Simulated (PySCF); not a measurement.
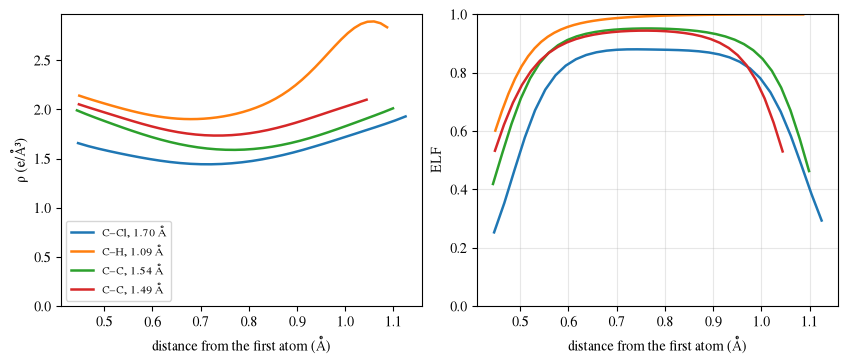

C$_{5}$H$_{8}$Cl (doublet). Electron density and ELF along straight lines between neighbouring atoms. The curves leave out the atomic cores.

Geometry: GFN2-xTB.

The calculation used UKS B3LYP, pcH-1 on C Cl H, non-relativistic, mean-field spin-orbit, GIAO (PySCF 2.14.0, density-fitted response routines).

| atom | x (Å) | y (Å) | z (Å) |
| --- | --- | --- | --- |
| C | -1.6534 | -0.2273 | 0.4062 |
| C | -0.4604 | -0.1763 | -0.5436 |
| C | 0.8220 | -0.8989 | -0.0644 |
| C | 1.5692 | 0.4478 | 0.0218 |
| C | 0.3386 | 1.0893 | -0.5255 |
| Cl | -0.2270 | 2.6619 | -0.2234 |
| H | -2.0787 | -1.2283 | 0.4220 |
| H | -1.3464 | 0.0418 | 1.4141 |
| H | -2.4187 | 0.4732 | 0.0807 |
| H | -0.7937 | -0.4799 | -1.5417 |
| H | 1.2400 | -1.5942 | -0.7875 |
| H | 0.7038 | -1.3991 | 0.8932 |
| H | 1.8459 | 0.7589 | 1.0331 |
| H | 2.4581 | 0.5307 | -0.6071 |

**What kind of bonding do the profiles show?**

C–Cl (1.70 Å): the density is about 1.5 e/Å³ at the midpoint; the ELF peaks at about 0.90 between the atoms (a covalent bond).
C–H (1.09 Å): ρ at the midpoint is about 2 e/Å³; the ELF climbs to about 1 towards the hydrogen, as it does in any bond to H (a covalent bond by its length).
C–C (1.54 Å): ρ at the midpoint is about 1.6 e/Å³; the ELF peaks at about 0.95 between the atoms, as expected for localised, covalent bonding.
C–C (1.49 Å): the density is about 1.7 e/Å³ at the midpoint; the ELF peaks at about 0.95 between the atoms; a covalent bond.
